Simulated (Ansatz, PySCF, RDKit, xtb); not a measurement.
**Si3H6BrF: ranking a sample of isomers**

Which of a sample of isomers of Si3H6BrF is the most stable in the gas at 298.15 K, and what are its properties? The sample is small against all isomers, and the most stable one of this formula need not be in it.

The funnel: GFN2-xTB relaxations, single points with a density functional, relaxations at B3LYP/def2-SVP, harmonic vibrations (at GFN2-xTB), and a last energy at a higher level. All values are calculated.

**1. Candidates**

Isomers were taken from a list of plausible structures; this is a sample, not all of them. That gives 5 candidates.

| label | SMILES | spin |
| --- | --- | --- |
| c113 | F[Si@@H](Br)[SiH2][SiH3] | singlet |
| c243 | F[Si@@H]([SiH3])[SiH2]Br | singlet |
| c469 | F[Si]([SiH3])([SiH3])Br | singlet |
| c544 | F[SiH2][SiH2][SiH2]Br | singlet |
| c679 | F[SiH2][Si@@H]([SiH3])Br | singlet |

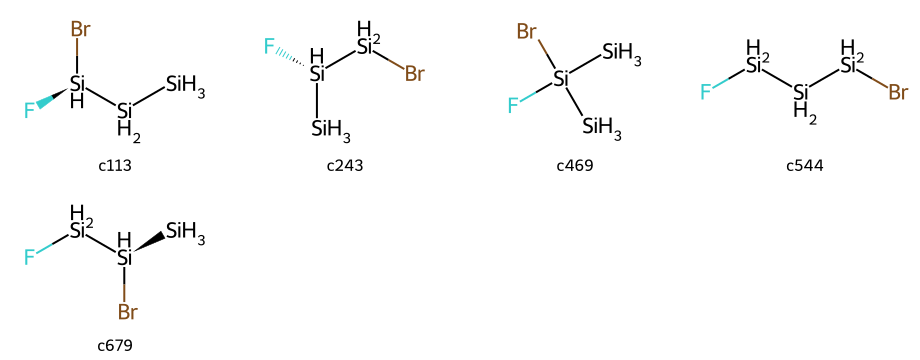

Structural formulas of the candidates.

Candidates are built by distance geometry, with a force field where one applies, in up to four conformers (letters a to d).

**2. Cheap relaxation of all starts**

All 14 starts are relaxed the same way. One of them, c544a (taken from a list of positional isomers, embedded by distance geometry and MMFF94), in full:

start.xyz reads:

```xyz
11
c544a
Br    -2.188606    -2.004619    -2.555741
F      0.929314     2.801406    -0.715787
Si     1.367398     1.465985     0.035114
Si    -0.369196    -0.081497     0.089254
Si    -0.683626    -0.404985    -2.217389
H      2.589387     0.881658    -0.615917
H      1.742666     1.824367     1.465964
H     -1.523480     0.426384     0.706916
H      0.086641    -1.370377     0.711366
H      0.593173    -0.825641    -2.848941
H     -1.139488     0.818075    -2.871789
```

Started as:

```sh
$ xtb start.xyz --gfn 2 --opt
```

The log of the run (excerpt; [...] marks lines left out):

```text
* xtb version 6.7.1
[...]
          :  # basis functions                  50          :
[...]
          :  # electrons                        32          :
[...]
          :  Hamiltonian                  GFN2-xTB          :
[...]
          :  net charge                          0          :
          :  unpaired electrons                  0          :
[...]
   *** convergence criteria satisfied after 17 iterations ***
[...]
   *** GEOMETRY OPTIMIZATION CONVERGED AFTER 31 ITERATIONS ***
[...]
   *** convergence criteria satisfied after 3 iterations ***
[...]
         ::                     SUMMARY                     ::
         :::::::::::::::::::::::::::::::::::::::::::::::::::::
         :: total energy             -17.160367284668 Eh    ::
         :: gradient norm              0.000437327019 Eh/a0 ::
         :: HOMO-LUMO gap              3.851480114010 eV    ::
         ::.................................................::
         :: SCC energy               -17.246779617938 Eh    ::
         :: -> isotropic ES            0.047139851373 Eh    ::
         :: -> anisotropic ES         -0.005729085099 Eh    ::
         :: -> anisotropic XC         -0.011657042878 Eh    ::
         :: -> dispersion             -0.008970340864 Eh    ::
         :: repulsion energy           0.086412333271 Eh    ::
         :: add. restraining           0.000000000000 Eh    ::
         :: total charge              -0.000000000000 e     ::
         :::::::::::::::::::::::::::::::::::::::::::::::::::::
[...]
        16        2.0000           -0.3846287             -10.4663 (HOMO)
        17                         -0.2430894              -6.6148 (LUMO)
[...]
     #   Z          covCN         q      C6AA      α(0)
     1  35 Br       0.828    -0.252   191.818    22.330
     2   9 F        0.705    -0.313    12.478     4.171
     3  14 Si       3.490     0.456   102.133    19.580
     4  14 Si       3.715     0.314   101.807    19.320
     5  14 Si       3.603     0.425    99.921    19.196
     6   1 H        0.920    -0.101     5.593     3.699
     7   1 H        0.920    -0.099     5.514     3.673
     8   1 H        0.915    -0.112     6.007     3.834
     9   1 H        0.916    -0.115     6.133     3.873
    10   1 H        0.919    -0.105     5.748     3.749
    11   1 H        0.919    -0.098     5.499     3.668
[...]
     #   Z sym  total        # sym  WBO       # sym  WBO       # sym  WBO
 ---------------------------------------------------------------------------
     1  35 Br   1.167 --     5 Si   1.080
     2   9 F    1.139 --     3 Si   1.075
     3  14 Si   3.804 --     2 F    1.075     7 H    0.894     6 H    0.893
                             4 Si   0.834
     4  14 Si   3.633 --     9 H    0.896     8 H    0.894     3 Si   0.834
                             5 Si   0.826
     5  14 Si   3.784 --     1 Br   1.080    10 H    0.884    11 H    0.884
                             4 Si   0.826
     6   1 H    0.990 --     3 Si   0.893
     7   1 H    0.990 --     3 Si   0.894
     8   1 H    0.987 --     4 Si   0.894
     9   1 H    0.987 --     4 Si   0.896
    10   1 H    0.989 --     5 Si   0.884
[...]
molecular dipole:
                 x           y           z       tot (Debye)
 q only:        0.293       0.189       0.816
   full:        1.161       1.603       1.166       5.839
molecular quadrupole (traceless):
[...]
          | TOTAL ENERGY              -17.160367284668 Eh   |
          | GRADIENT NORM               0.000437327019 Eh/α |
          | HOMO-LUMO GAP               3.851480114010 eV   |
           -------------------------------------------------
[...]
```

Run time: 0.24 s. Hardware: 2 threads of Intel Xeon Platinum 8488C (Sapphire Rapids), shared host.

**3. The minima found**

14 of the 14 relaxations converged; 2 ended on a minimum already found. 12 distinct structures remain:

| label | start | SMILES after | spin | energy (kcal/mol) |
| --- | --- | --- | --- | --- |
| c243b | drawn | F[Si@@H]([SiH3])[SiH2]Br | singlet | 0.0 |
| c243a | drawn | F[Si@@H]([SiH3])[SiH2]Br | singlet | 0.0 |
| c679a | drawn | F[SiH2][Si@@H]([SiH3])Br | singlet | 0.5 |
| c544a | drawn | F[SiH2][SiH2][SiH2]Br | singlet | 0.5 |
| c679c | drawn | F[SiH2][Si@@H]([SiH3])Br | singlet | 0.5 |
| c544c | drawn | F[SiH2][SiH2][SiH2]Br | singlet | 0.6 |
| c544d | drawn | F[SiH2][SiH2][SiH2]Br | singlet | 1.4 |
| c544b | drawn | F[SiH2][SiH2][SiH2]Br | singlet | 2.9 |
| c113c | drawn | F[Si@@H](Br)[SiH2][SiH3] | singlet | 3.7 |
| c113a | drawn | F[Si@@H](Br)[SiH2][SiH3] | singlet | 4.1 |
| c113b | drawn | F[Si@@H](Br)[SiH2][SiH3] | singlet | 5.2 |
| c469a | drawn | F[Si]([SiH3])([SiH3])Br | singlet | 5.7 |

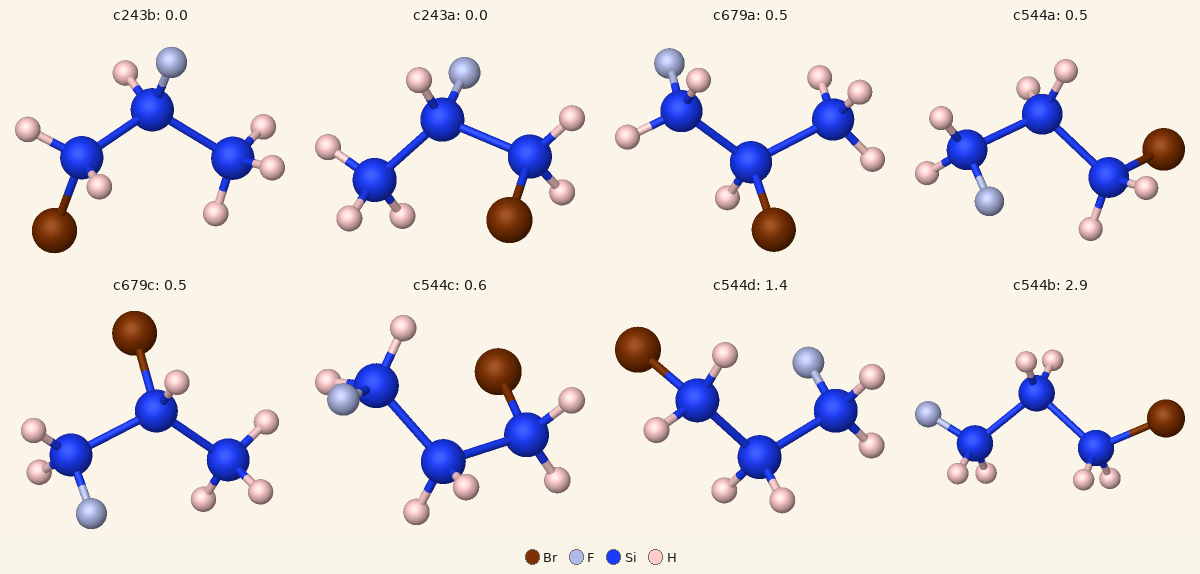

The 8 lowest minima that did not fall apart, with their GFN2-xTB energies in kcal/mol.

**4. Second filter: single points**

A choice of the minima (the low ones first, few conformers of a pattern, up to a cap) and the lowest that fell apart get a single point at r2SCAN-D4/def2-SVP on the tight-binding geometry, and one at HF/STO-3G for comparison. The lowest singlets are also tried as triplets at the same geometry (label ending in t). Within 40 kcal/mol but not screened, among others: c544d, c544b, c113b. The first, c243b:

input.yaml reads:

```yaml
crystal:
  periodic: [false, false, false]
  atoms:
    - {symbol: Br, position_ang: [1.306576, 2.229131, 1.100321]}
    - {symbol: F, position_ang: [-0.264696, 0.188856, -3.154421]}
    - {symbol: Si, position_ang: [-0.063710, 0.101188, -1.540494]}
    - {symbol: Si, position_ang: [1.188569, -1.792725, -1.051809]}
    - {symbol: Si, position_ang: [0.790500, 2.204403, -1.082362]}
    - {symbol: H, position_ang: [-1.466079, 0.057682, -1.106386]}
    - {symbol: H, position_ang: [0.359600, -2.999686, -1.013383]}
    - {symbol: H, position_ang: [2.236911, -1.996372, -2.056341]}
    - {symbol: H, position_ang: [1.826614, -1.617656, 0.253408]}
    - {symbol: H, position_ang: [-0.062626, 3.384456, -1.214060]}
    - {symbol: H, position_ang: [2.072264, 2.534761, -1.704227]}
basis:
  gaussian:
    orbitals: def2-SVP
hamiltonian:
  xc: r2scan
  dispersion: d4
scf:
  lower_state_search: off
output: {orbitals: {seedname: orbitals}}
```

Started as:

```sh
$ ansatz run input.yaml --threads 2 --pin off --max-ram 5220MiB --events-out events.jsonl --progress --plain --runs-dir runs
```

The log of the run (excerpt; [...] marks lines left out):

```text
Warning: RAYON_NUM_THREADS=2 ignored (pool sized by the plan → 2); use --threads N
Functional definition: r2SCAN
  name "r2SCAN"
[...]
1429 factors; their error is unknown
[...]
mean field -96474.35030621 eV, -3545.3669810901 hartree, gradient 8.8e-6 eV, S^2 0.000000; 0 other end points of the search recorded, 0 dependent functions left out
reference -96474.35031743 eV, -3545.3669815023 hartree; 46, 46 occupied and 84, 84 virtual orbitals, 1429 factors
Total energy: -96474.42645109 eV, -3545.3697793626 hartree
Checks for a lower state left out: stability, starts, cluster_reference, orbital_swaps, neighbouring_geometries, increment
```

It took 1.9 s on 2 threads of Intel Xeon Platinum 8488C (Sapphire Rapids), shared host; peak memory 0.19 GiB.

Relative energies in kcal/mol, each column from its lowest structure that stays in one piece:

| label | SMILES | spin | GFN2-xTB | HF/STO-3G | r2SCAN-D4/def2-SVP |
| --- | --- | --- | --- | --- | --- |
| c113c | F[Si@@H](Br)[SiH2][SiH3] | singlet | 3.7 | 0.6 | 0.0 |
| c113a | F[Si@@H](Br)[SiH2][SiH3] | singlet | 4.1 | 0.0 | 0.6 |
| c469a | F[Si]([SiH3])([SiH3])Br | singlet | 5.7 | 0.0 | 1.2 |
| c679a | F[SiH2][Si@@H]([SiH3])Br | singlet | 0.5 | 3.7 | 4.4 |
| c544c | F[SiH2][SiH2][SiH2]Br | singlet | 0.6 | 2.6 | 4.7 |
| c679c | F[SiH2][Si@@H]([SiH3])Br | singlet | 0.5 | 3.8 | 4.9 |
| c544a | F[SiH2][SiH2][SiH2]Br | singlet | 0.5 | 2.2 | 4.9 |
| c243a | F[Si@@H]([SiH3])[SiH2]Br | singlet | 0.0 | 4.3 | 7.0 |
| c243b | F[Si@@H]([SiH3])[SiH2]Br | singlet | 0.0 | 4.5 | 7.3 |
| c469at | F[Si]([SiH3])([SiH3])Br | triplet | – | – | 108.0 |
| c113ct | F[Si@@H](Br)[SiH2][SiH3] | triplet | – | – | 117.6 |

**5. Relaxing the best candidates**

5 candidates are relaxed at B3LYP/def2-SVP (chosen among the lowest in one piece, one conformer a pattern). The first, c113c:

input.yaml reads:

```yaml
crystal:
  periodic: [false, false, false]
  atoms:
    - {symbol: Br, position_ang: [1.118151, 2.170966, -0.539321]}
    - {symbol: F, position_ang: [0.668122, 0.835645, 2.132837]}
    - {symbol: Si, position_ang: [0.046575, 0.621297, 0.657752]}
    - {symbol: Si, position_ang: [0.639504, -1.505614, -0.023609]}
    - {symbol: Si, position_ang: [2.897336, -1.996008, 0.242202]}
    - {symbol: H, position_ang: [-1.279413, 1.197624, 0.812865]}
    - {symbol: H, position_ang: [-0.265247, -2.398690, 0.719846]}
    - {symbol: H, position_ang: [0.172396, -1.602532, -1.416265]}
    - {symbol: H, position_ang: [3.275148, -1.887902, 1.654011]}
    - {symbol: H, position_ang: [3.723112, -1.064548, -0.527216]}
    - {symbol: H, position_ang: [3.200964, -3.358972, -0.201814]}
basis:
  gaussian:
    orbitals: def2-SVP
hamiltonian:
  xc: {name: B3LYP}
scf:
  lower_state_search: "off"
relax:
  f_tol: 0.006
```

Started as:

```sh
$ ansatz run input.yaml --threads 2 --pin off --max-ram 5220MiB --events-out events.jsonl --progress --plain --runs-dir runs
```

The log of the run (excerpt; [...] marks lines left out):

```text
Warning: RAYON_NUM_THREADS=2 ignored (pool sized by the plan → 2); use --threads N
[...]
Functional definition: B3LYP
  name "B3LYP"
[...]
1312 factors; integrals over basis functions are off by at most 5.7e-4 eV
[...]
mean field -96480.53074163 eV, -3545.5941079025 hartree, gradient 7.0e-6 eV, S^2 0.000000; 0 other end points of the search recorded, 0 dependent functions left out
[...]
reference -96480.53105225 eV, -3545.5941193175 hartree; 46, 46 occupied and 84, 84 virtual orbitals, 1312 factors
relax step   1: F+E_penalty+E_count = -96480.53074163 eV  Δ(F+E_penalty+E_count) = +0.000e0 eV  max|allowed force component| = 8.517e-1 eV/Å  Δτ_max = 0.0000 Å  (13 SCF iters, accepted)
[...]
relax step   3: F+E_penalty+E_count = -96480.73384888 eV  Δ(F+E_penalty+E_count) = -1.262e-1 eV  max|allowed force component| = 8.206e-1 eV/Å  Δτ_max = 0.1692 Å  (18 SCF iters, accepted)
[...]
Atom 2 at     0.112575     0.685557     0.712511 Å, force     0.002147     0.002502    -0.000146 eV/Å
Atom 3 at     0.587532    -1.496968    -0.019368 Å, force     0.001156     0.000295     0.001253 eV/Å
Atom 4 at     2.883011    -1.975995     0.237790 Å, force    -0.000941     0.000826     0.000272 eV/Å
Atom 5 at    -1.316730     1.093554     0.721720 Å, force     0.001392     0.000156    -0.000304 eV/Å
Atom 6 at    -0.238819    -2.455451     0.777310 Å, force     0.000424     0.000039     0.000500 eV/Å
Atom 7 at     0.177494    -1.592937    -1.452642 Å, force    -0.000659    -0.000474    -0.000458 eV/Å
Atom 8 at     3.254257    -1.869259     1.678008 Å, force    -0.000260     0.000005    -0.000554 eV/Å
Atom 9 at     3.692699    -1.009279    -0.556812 Å, force     0.000184    -0.000256    -0.000168 eV/Å
Atom 10 at     3.160481    -3.362147    -0.240344 Å, force     0.000046    -0.000343     0.000006 eV/Å
Dipole moment:    -0.132702    -0.289844    -0.132759 e Å
Checks for a lower state left out: stability, starts, cluster_reference, orbital_swaps, neighbouring_geometries, increment
```

Wall time 29 s (2 threads of Intel Xeon Platinum 8488C (Sapphire Rapids), shared host); peak memory 0.33 GiB.

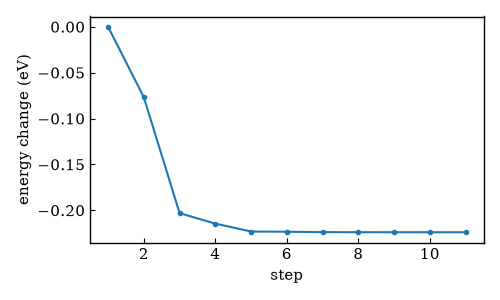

Energy along the run, all evaluated steps.

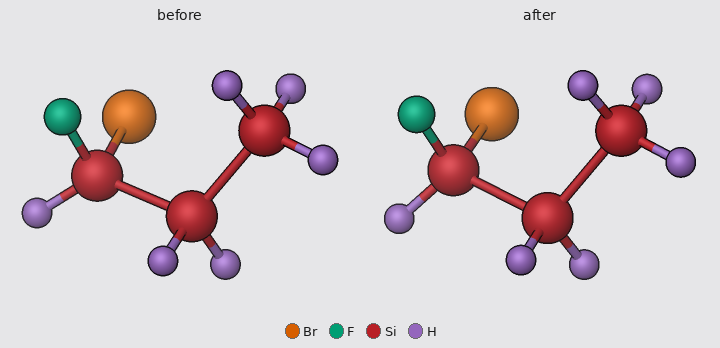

Before and after, at one scale.

After the run. Bond lengths: Br1–Si3 2.242 Å, F2–Si3 1.631 Å, Si3–Si4 2.350 Å, Si4–Si5 2.359 Å, Si3–H6 1.486 Å, Si4–H7 1.495 Å, Si4–H8 1.494 Å, Si5–H9 1.491 Å, Si5–H10 1.490 Å, Si5–H11 1.492 Å. Some angles: Br1–Si3–F2 107.9°, Br1–Si3–Si4 109.0°, F2–Si3–Si4 108.4°, Si3–Si4–Si5 110.6°, Br1–Si3–H6 107.3°, F2–Si3–H6 107.1°, Si4–Si3–H6 116.8°, Si3–Si4–H7 108.5°, Si3–Si4–H8 107.6°, Si5–Si4–H7 110.5°.

**6. Ranking at B3LYP/def2-SVP**

| label | spin | r2SCAN-D4/def2-SVP (kcal/mol) | B3LYP/def2-SVP, relaxed (kcal/mol) | time |
| --- | --- | --- | --- | --- |
| c113c | singlet | 0.0 | 0.0 | 29 s |
| c469a | singlet | 1.2 | 1.7 | 25 s |
| c679a | singlet | 4.4 | 3.6 | 29 s |
| c544c | singlet | 4.7 | 3.7 | 42 s |
| c243a | singlet | 7.0 | 5.1 | 52 s |

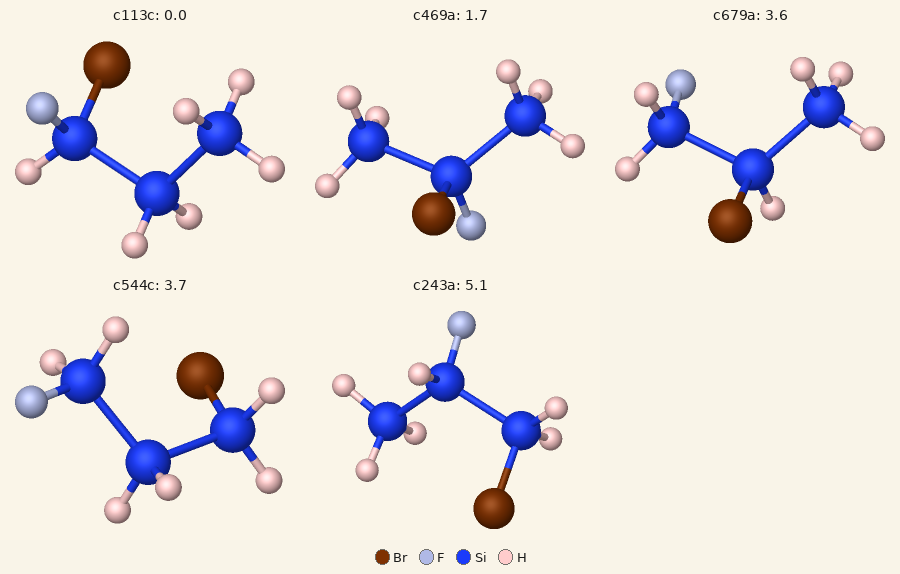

The relaxed structures, with energies at B3LYP/def2-SVP in kcal/mol.

**7. Harmonic analysis of the finalists**

The lowest few in one piece go on as finalists. In this search the thermal terms come from GFN2-xTB at its own nearest minimum. The first, c113c:

start.xyz reads:

```xyz
11
c113c
Br     1.215631     2.145648    -0.583573
F      0.668518     0.848544     2.236687
Si     0.112575     0.685557     0.712511
Si     0.587532    -1.496968    -0.019368
Si     2.883011    -1.975995     0.237790
H     -1.316730     1.093554     0.721720
H     -0.238819    -2.455451     0.777310
H      0.177494    -1.592937    -1.452642
H      3.254257    -1.869259     1.678008
H      3.692699    -1.009279    -0.556812
H      3.160481    -3.362147    -0.240344
```

Started as:

```sh
$ xtb start.xyz --gfn 2 --ohess tight
```

The log of the run (excerpt; [...] marks lines left out):

```text
* xtb version 6.7.1
[...]
          :  # basis functions                  50          :
[...]
          :  # electrons                        32          :
[...]
          :  Hamiltonian                  GFN2-xTB          :
[...]
          :  net charge                          0          :
          :  unpaired electrons                  0          :
[...]
   *** convergence criteria satisfied after 17 iterations ***
[...]
   *** GEOMETRY OPTIMIZATION CONVERGED AFTER 8 ITERATIONS ***
[...]
   *** convergence criteria satisfied after 3 iterations ***
[...]
         ::                     SUMMARY                     ::
         :::::::::::::::::::::::::::::::::::::::::::::::::::::
         :: total energy             -17.155284367499 Eh    ::
         :: gradient norm              0.000369624443 Eh/a0 ::
         :: HOMO-LUMO gap              3.836438903819 eV    ::
         ::.................................................::
         :: SCC energy               -17.241093931307 Eh    ::
         :: -> isotropic ES            0.047305518174 Eh    ::
         :: -> anisotropic ES         -0.003663832980 Eh    ::
         :: -> anisotropic XC         -0.010200651712 Eh    ::
         :: -> dispersion             -0.009379513984 Eh    ::
         :: repulsion energy           0.085809563807 Eh    ::
         :: add. restraining           0.000000000000 Eh    ::
         :: total charge              -0.000000000000 e     ::
         :::::::::::::::::::::::::::::::::::::::::::::::::::::
[...]
        16        2.0000           -0.3848899             -10.4734 (HOMO)
        17                         -0.2439033              -6.6369 (LUMO)
[...]
molecular dipole:
                 x           y           z       tot (Debye)
 q only:       -0.225      -1.184      -0.327
   full:       -0.721      -2.076       0.384       5.670
molecular quadrupole (traceless):
[...]
          | TOTAL ENERGY              -17.155284367564 Eh   |
          | TOTAL ENTHALPY            -17.091857442140 Eh   |
          | TOTAL FREE ENERGY         -17.139823325065 Eh   |
          | GRADIENT NORM               0.000368304975 Eh/α |
[...]
```

It took 0.35 s on 2 threads of Intel Xeon Platinum 8488C (Sapphire Rapids), shared host.

**8. Thermal terms of the finalists**

As xtb prints them, at 298.15 K, with its own treatment of low modes:

| label | SMILES | spin | lowest mode (cm⁻¹) | zero-point (kcal/mol) | G − E (kcal/mol) |
| --- | --- | --- | --- | --- | --- |
| c113c | F[Si@@H](Br)[SiH2][SiH3] | singlet | 21 | 32.9 | 9.7 |
| c469a | F[Si]([SiH3])([SiH3])Br | singlet | 26 | 32.4 | 8.8 |
| c679a | F[SiH2][Si@@H]([SiH3])Br | singlet | 33 | 32.8 | 9.4 |
| c544c | F[SiH2][SiH2][SiH2]Br | singlet | 11 | 33.2 | 10.0 |
| c243a | F[Si@@H]([SiH3])[SiH2]Br | singlet | 24 | 32.9 | 9.7 |

**9. Energies at the top level**

Each finalist gets a single point at CCSD(T)/def2-SVP + MP2/def2-TZVPP - MP2/def2-SVP.

c113c, CCSD(T)/def2-SVP:

input.yaml reads:

```yaml
crystal:
  periodic: [false, false, false]
  atoms:
    - {symbol: Br, position_ang: [1.215631, 2.145648, -0.583573]}
    - {symbol: F, position_ang: [0.668518, 0.848544, 2.236687]}
    - {symbol: Si, position_ang: [0.112575, 0.685557, 0.712511]}
    - {symbol: Si, position_ang: [0.587532, -1.496968, -0.019368]}
    - {symbol: Si, position_ang: [2.883011, -1.975995, 0.237790]}
    - {symbol: H, position_ang: [-1.316730, 1.093554, 0.721720]}
    - {symbol: H, position_ang: [-0.238819, -2.455451, 0.777310]}
    - {symbol: H, position_ang: [0.177494, -1.592937, -1.452642]}
    - {symbol: H, position_ang: [3.254257, -1.869259, 1.678008]}
    - {symbol: H, position_ang: [3.692699, -1.009279, -0.556812]}
    - {symbol: H, position_ang: [3.160481, -3.362147, -0.240344]}
basis:
  gaussian:
    orbitals: def2-SVP
total_charge: 0
correlation:
  method: ccsd_t
  frozen_orbitals: {Br: 9, Si: 5, H: 0, F: 1}
```

Started as:

```sh
$ ansatz run input.yaml --threads 2 --pin off --max-ram 5220MiB --events-out events.jsonl --progress --plain --runs-dir runs
```

The log of the run (excerpt; [...] marks lines left out):

```text
Warning: RAYON_NUM_THREADS=2 ignored (pool sized by the plan → 2); use --threads N
Functional definition: HF
  name "HF"
[...]
1244 factors; integrals over basis functions are off by at most 1.2e-3 eV
[...]
mean field -96371.20492158 eV, -3541.5764581193 hartree, gradient 5.0e-6 eV, S^2 0.000000; 0 other end points of the search recorded, 0 dependent functions left out
25 core orbitals not correlated: weight in the atoms' cores, before any rotation towards them, 1.000 or more for the frozen orbitals, at most 0.000 for the correlated occupied ones
reference -96371.20492158 eV, -3541.5764581193 hartree; 21, 21 occupied and 84, 84 virtual orbitals, 1244 factors
second order -19.32350346 eV of doubles, -0.00000000 eV of singles
cycle   1  -20.23312836 eV  change   -9.1e-1 eV  update   1.1e-1
[...]
cycle   8  -20.89850040 eV  change    3.4e-5 eV  update   3.9e-5
perturbative correction -0.47865624 eV, -0.0175902925 hartree
Total energy: -96392.58207822 eV, -3542.3620541358 hartree
```

Wall time 14 s (2 threads of Intel Xeon Platinum 8488C (Sapphire Rapids), shared host); peak memory 0.73 GiB.

(Part 1 of 2 ends here.)
